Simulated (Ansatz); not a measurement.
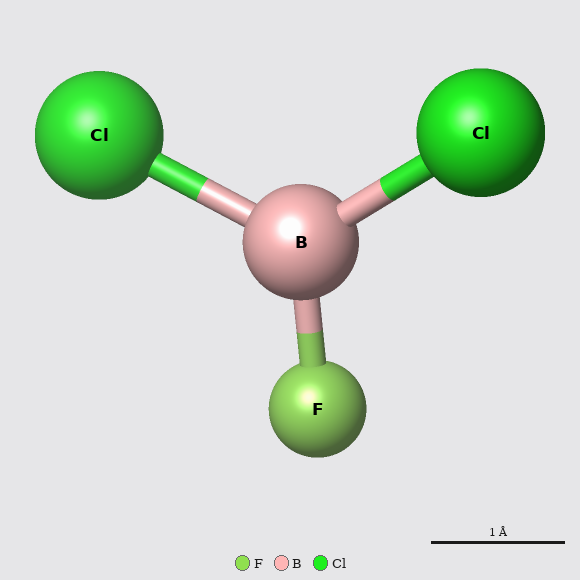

A ball-and-stick model of a molecule. Every bond is drawn as one stick, whatever its order.

> Which formula does it have?

BCl₂F, 4 atoms: 1 boron, 2 chlorine and 1 fluorine.

> Count the bonded pairs by element.

2 B–Cl, 1 B–F.

> How many sets of symmetry-equivalent atoms are there?

3: 1 F, 1 B, 2 Cl.

> What is its SMILES?

FB(Cl)Cl

The parts below concern this one geometry. Atoms keep their numbers from picture to picture. The geometry was computed by an optimisation with PBE0-D4/def2-TZVP.

## Dipole moment

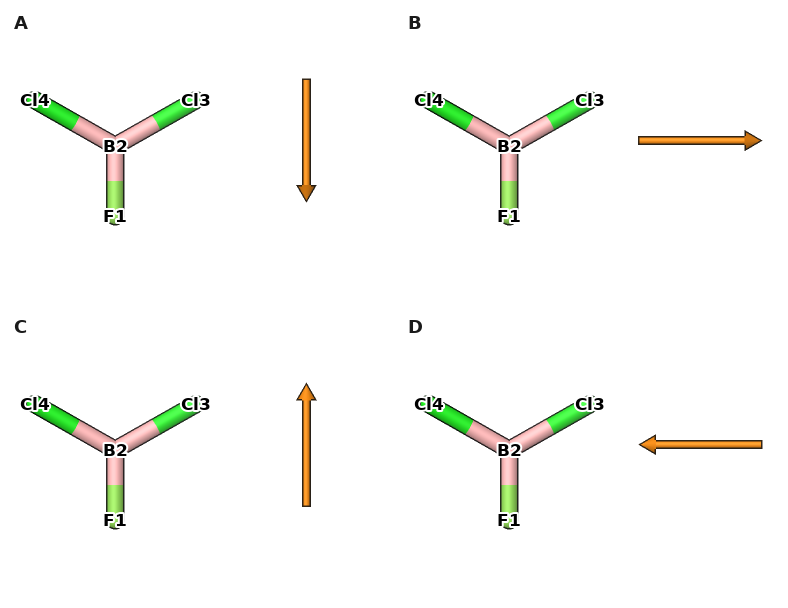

The same molecule four times, each with an arrow. Properties computed with RKS PBE0-D4/def2-TZVP (Ansatz 0.2.0).

> Which arrow points along the dipole moment, from the negative to the positive end?

C. The dipole moment is 0.30 D; it points from the side of F1 to the side of Cl3, Cl4 (the outermost atoms at the two ends).

## Levels of theory compared

Program: Ansatz 0.2.0.

At this fixed geometry, give HOMO–LUMO gap (eV) at these levels: B97M-V/def2-TZVPP; BHLYP-D4/def2-TZVPP; BLYP-D4/def2-TZVPP; HSE06 (plane-wave form)-D4/def2-TZVPP; PBE0-D4/def2-SVP; SPW92 (LDA)/def2-TZVPP; r2SCAN-D4/def2-TZVPP; r2SCANh-D4/def2-TZVPP; ωB97M-V/def2-SVP; ωB97M-V/def2-TZVPP; ωB97X-V/def2-TZVPP.

```json
{"level": "B97M-V/def2-TZVPP", "HOMO–LUMO gap (eV)": "6.90"}
{"level": "BHLYP-D4/def2-TZVPP", "HOMO–LUMO gap (eV)": "10.86"}
{"level": "BLYP-D4/def2-TZVPP", "HOMO–LUMO gap (eV)": "5.94"}
{"level": "HSE06 (plane-wave form)-D4/def2-TZVPP", "HOMO–LUMO gap (eV)": "7.62"}
{"level": "PBE0-D4/def2-SVP", "HOMO–LUMO gap (eV)": "8.58"}
{"level": "SPW92 (LDA)/def2-TZVPP", "HOMO–LUMO gap (eV)": "5.79"}
{"level": "r2SCAN-D4/def2-TZVPP", "HOMO–LUMO gap (eV)": "6.66"}
{"level": "r2SCANh-D4/def2-TZVPP", "HOMO–LUMO gap (eV)": "7.55"}
{"level": "ωB97M-V/def2-SVP", "HOMO–LUMO gap (eV)": "13.04"}
{"level": "ωB97M-V/def2-TZVPP", "HOMO–LUMO gap (eV)": "12.87"}
{"level": "ωB97X-V/def2-TZVPP", "HOMO–LUMO gap (eV)": "13.19"}
```

## Thermal motion

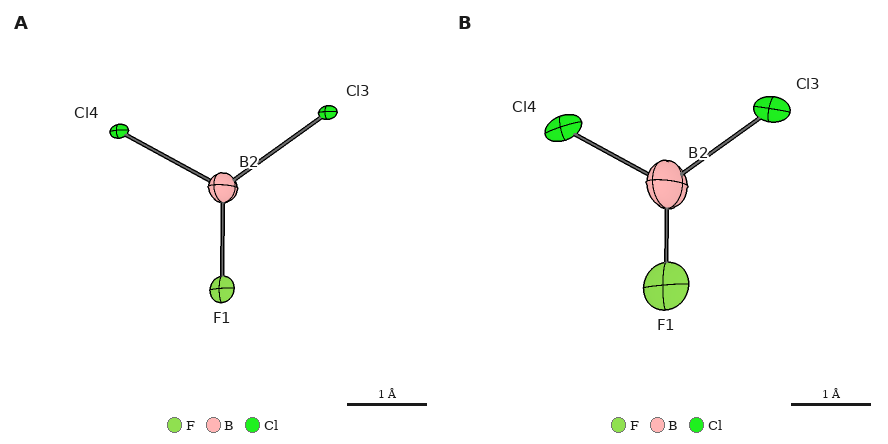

Displacement ellipsoids at the 50 % level, scaled by 3, from the internal vibrations of the free molecule (harmonic, no overall translation or rotation; no half-axis is drawn under 0.075 Å). Vibrations computed with RKS PBE0-D4/def2-TZVP (Ansatz 0.2.0). One panel is for 100 K, the other for 900 K.

> Which panel is for 900 K?

B.

> How much does the mean-square displacement of Cl3 grow, and why?

U_eq goes from 0.00041 to 0.0016 Å², a factor of 3.8. Modes below kT (626 cm⁻¹ at 900 K) grow about in proportion to T, and the lowest lies at 265 cm⁻¹; the mean-square amplitude of a mode is its zero-point value times coth(ħω/2kT), which comes close to 1 only above about 3kT.
